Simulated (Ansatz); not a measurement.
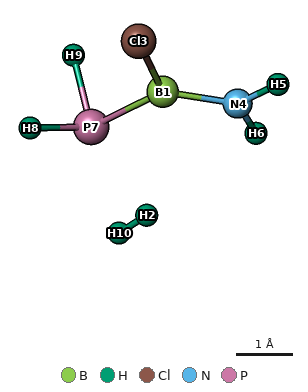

BPNH₆Cl, before the relaxation. The picture is a ball-and-stick view, seen at a tilt.

The run prepares an end point of a later path (reaction) calculation, from a guessed geometry.

Method: RKS r2SCANh-D4/6-31G* (Ansatz).

Input file:
```yaml
crystal:
  periodic: [false, false, false]
  atoms:
    - { symbol: B, position_ang: [0.044253, 0.624557, -0.322391] }
    - { symbol: H, position_ang: [-0.418452, -0.152491, 1.89896] }
    - { symbol: Cl, position_ang: [1.50487, -0.340475, -0.66467] }
    - { symbol: "N", position_ang: [-1.16636, 0.132528, -0.79611] }
    - { symbol: H, position_ang: [-1.244075, -0.723722, -1.325694] }
    - { symbol: H, position_ang: [-2.044558, 0.596316, -0.616004] }
    - { symbol: P, position_ang: [0.080687, 2.309024, 0.604532] }
    - { symbol: H, position_ang: [1.309068, 2.089108, 1.278731] }
    - { symbol: H, position_ang: [0.696198, 3.023718, -0.466316] }
    - { symbol: H, position_ang: [-0.385431, 0.395537, 2.343563] }
basis:
  gaussian: { orbitals: "6-31G*" }
hamiltonian:
  xc: r2scanh
  dispersion: d4
relax:
  f_tol: 0.03
  max_steps: 50
output:
  orbitals: {}
```

Launched with:
```bash
ansatz run input.yaml --threads 2 --pin off --max-ram 3072MiB --backend cpu --events-out ev --progress --plain --runs-dir out
```

Q: Predict the outcome.

A: After 37 accepted moves (41 points after the start) the energy has fallen by 0.245 eV. Largest force component: 1.2 eV/Å at the start, 0.019 eV/Å at the end. The line search rejected the trial steps at points 4, 17, 27, 37 of the run. The forces were under the threshold at step 18, but the run went on from there. The atom that moves furthest after the best rigid fit is H8 (1.84 Å). By element the largest moves are H 1.84 Å, P 0.72 Å, N 0.35 Å, B 0.34 Å, Cl 0.34 Å. Some distances before and after: H2–H10 0.706 → 0.741 Å, B1–P7 1.923 → 1.930 Å, P7–H9 1.427 → 1.422 Å. Bond angles that change, for instance: Cl3–B1–P7 123.4° → 118.5°, N4–B1–P7 119.4° → 123.3°, B1–P7–H9 94.9° → 97.5°. Groups turn about B1–P7 by about 75°. Cost: 2.5 min on 2 threads of Arm Neoverse V1, with other jobs on the host, peak memory 0.18 GiB.

The structure at the end:

```xyz
10

B     0.3657    0.7229   -0.2872
H    -1.1599   -0.5649    2.1363
Cl    1.6707   -0.4861   -0.4101
N    -0.9223    0.3326   -0.6450
H    -1.1411   -0.6026   -0.9576
H    -1.7158    0.9541   -0.6101
P     0.7741    2.4442    0.4846
H     1.8818    2.7383   -0.3490
H    -0.1601    3.2093   -0.2662
H    -1.2169   -0.7937    2.8389
```

The end point in the same view:

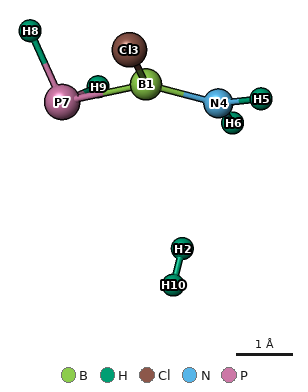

Limits of the set-up: the start holds two separate molecules, 2.4 Å apart at their closest, whose relative position is a soft coordinate.
